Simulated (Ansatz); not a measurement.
**Two runs on CH$_{3}$CuS**

System: CH$_{3}$CuS, SMILES C[S][Cu].
Method of run A: RKS PBE0-D4/def2-TZVPP (Ansatz 0.2.0).

The geometry comes from this level: PBE0-D4/def2-TZVP. Text and figures count atoms from 1; the logs count them from 0 in places.

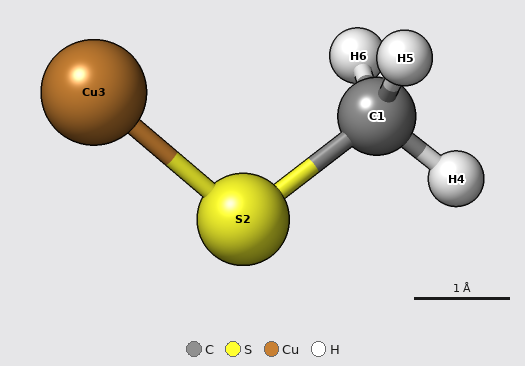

Fig. 1: The structure as given in the input (ball-and-stick view, seen at a tilt; atoms are numbered from 1 in the order of the input). Sticks mark near contacts. Bond lengths as drawn: Cu–S 2.12 Å, C–H 1.09 Å and C–S 1.82 Å.

**Input, run A**
```yaml
crystal:
  periodic: [false, false, false]
  atoms:
    - {symbol: C, position_ang: [-0.361006, 0.349393, -0.319360]}
    - {symbol: S, position_ang: [0.131691, -1.355422, 0.081380]}
    - {symbol: Cu, position_ang: [1.727000, -1.126672, 1.456814]}
    - {symbol: H, position_ang: [-1.184077, 0.271414, -1.032478]}
    - {symbol: H, position_ang: [0.446792, 0.908780, -0.789865]}
    - {symbol: H, position_ang: [-0.718300, 0.888506, 0.557310]}
basis:
  gaussian: {orbitals: def2-TZVPP}
hamiltonian: {xc: pbe0, dispersion: d4}
output: {orbitals: {seedname: orbitals}}
```

Hardware: 2 CPU threads, shared host.

**Output (run A)**
```
Functional definition: PBE0
  parameter a = 0.25
  parameter kappa = 0.804
  parameter beta = 0.06672455060314922
  exchange = (1 - a)*pbe_x(kappa = kappa, mu = beta*pi^2/3) + a*exact_x
  correlation = pbe_c(beta = beta)
1275 factors; their error is unknown
mean field evaluation 1: about -56544.8516 eV, gradient 7.0e1 eV
mean field evaluation 2: about -56489.5779 eV, gradient 2.7e2 eV
mean field evaluation 4: about -56551.2955 eV, gradient 1.1e1 eV
mean field evaluation 8: about -56551.5148 eV, gradient 5.1e-2 eV
mean field evaluation 16: about -56551.5560 eV, gradient 4.2e-5 eV
mean field -56551.55601991 eV, -2078.2313517103 hartree, gradient 4.2e-5 eV, S^2 0.000000; 0 other end points of the search recorded, 0 dependent functions left out
reference -56551.55605171 eV, -2078.2313528790 hartree; 27, 27 occupied and 152, 152 virtual orbitals, 1275 factors
Total energy: -56551.65560328 eV, -2078.2350113317 hartree
```

For run B the input was changed thus:
```diff
-  gaussian: {orbitals: def2-TZVPP}
+  gaussian: {orbitals: "def2-QZVPP.json"}
```

What does this change do to the results?

The total energy of run B is 36.2 kcal/mol lower, which measures the change of basis and not a stability. The HOMO goes from −5.81 to −5.86 eV. The basis functions go from 179 to 317.

**Output (run B)**
```
Functional definition: PBE0
  parameter a = 0.25
  parameter kappa = 0.804
  parameter beta = 0.06672455060314922
  exchange = (1 - a)*pbe_x(kappa = kappa, mu = beta*pi^2/3) + a*exact_x
  correlation = pbe_c(beta = beta)
1387 factors; their error is unknown
mean field evaluation 1: about -56545.7618 eV, gradient 7.0e1 eV
mean field evaluation 2: about -56489.6236 eV, gradient 2.7e2 eV
mean field evaluation 4: about -56552.6809 eV, gradient 1.3e1 eV
mean field evaluation 8: about -56552.9301 eV, gradient 6.5e-2 eV
mean field evaluation 16: about -56553.1244 eV, gradient 6.9e-5 eV
mean field -56553.12435145 eV, -2078.2889868313 hartree, gradient 6.9e-5 eV, S^2 0.000000; 0 other end points of the search recorded, 0 dependent functions left out
reference -56553.12438978 eV, -2078.2889882399 hartree; 27, 27 occupied and 290, 290 virtual orbitals, 1387 factors
Total energy: -56553.22394135 eV, -2078.2926466926 hartree
```

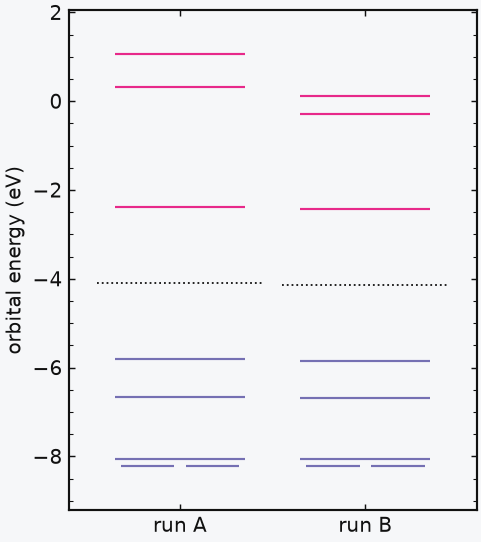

Fig. 2: The five highest filled and three lowest empty orbital energies of the two runs; the dotted lines part filled from empty levels. The HOMO–LUMO gap is 3.42 eV in run A and 3.44 eV in run B.

**The two runs side by side**

| quantity | run A | run B |
| --- | --- | --- |
| outcome | converged | converged |
| total energy (hartree) | −2078.235011 | −2078.292647 |
| HOMO (eV) | −5.81 | −5.86 |
| LUMO (eV) | −2.38 | −2.42 |
| basis functions | 179 | 317 |
| wall time (shared host) | 2.5 s | 6 s |
